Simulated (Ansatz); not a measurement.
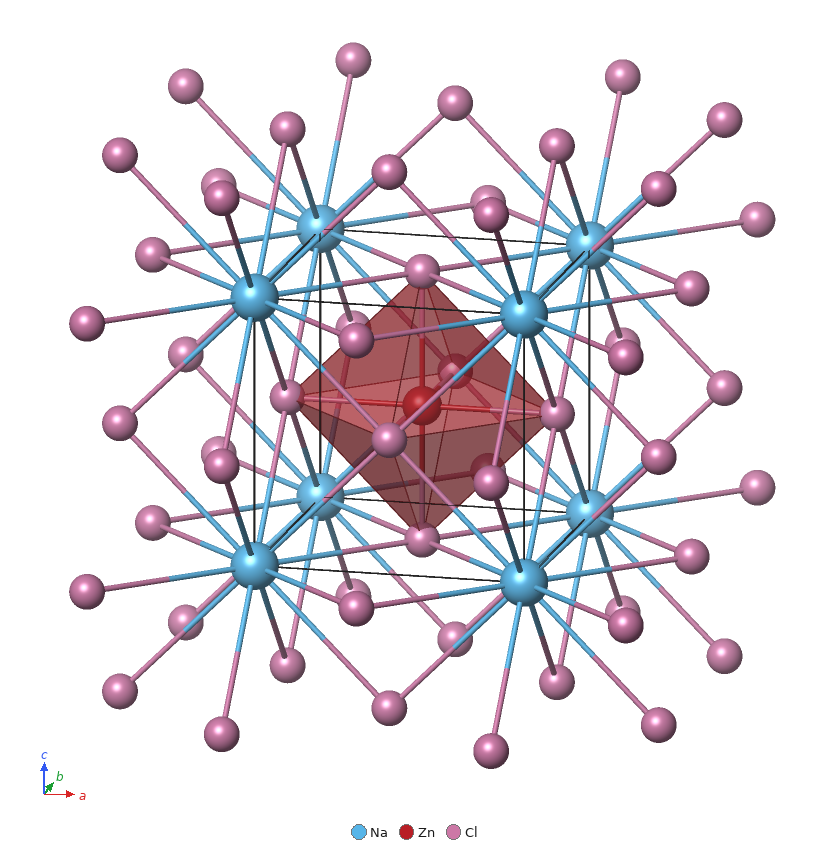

The image is a polyhedral drawing of a crystal, viewed slightly off an axis. The conventional unit cell is outlined; an atom on or near a face, edge or corner is repeated at each equivalent position. Some neighbours outside the box are added.

NaZnCl$_{3}$, cubic perovskite, space group Pm-3m (No. 221), a = 4.858 Å, b = 4.858 Å, c = 4.858 Å, α = 90.00°, β = 90.00°, γ = 90.00°. The structure comes from a structure type filled with these elements by a generator (whether the compound takes this form wasn't checked). Earlier steps of the study may have refined or changed the cell and positions. A calculation with Ansatz used it as input.

This one geometry was computed with Ansatz (DFT, plane waves, PAW) at three levels of theory: r2SCAN, HSE06 and PBE. It was relaxed beforehand with r2SCAN.

How does the band gap change with the level of theory?

PBE: a gap of 1.69 eV, indirect; r2SCAN: a gap of 2.34 eV, indirect; HSE06: a gap of 3.18 eV, indirect.

Collect the results in a table.

| level | cutoff (eV) | k-mesh of the run's cell | gap (eV) | pressure (GPa) |
| --- | --- | --- | --- | --- |
| r2SCAN | 500 | 6×6×6 | 2.34 | 0.0 |
| HSE06 | 420 | 4×4×4 | 3.18 | 0.7 |
| PBE | 420 | 6×6×6 | 1.69 | 1.4 |

Gaps are taken on the k-mesh or band path of each run.
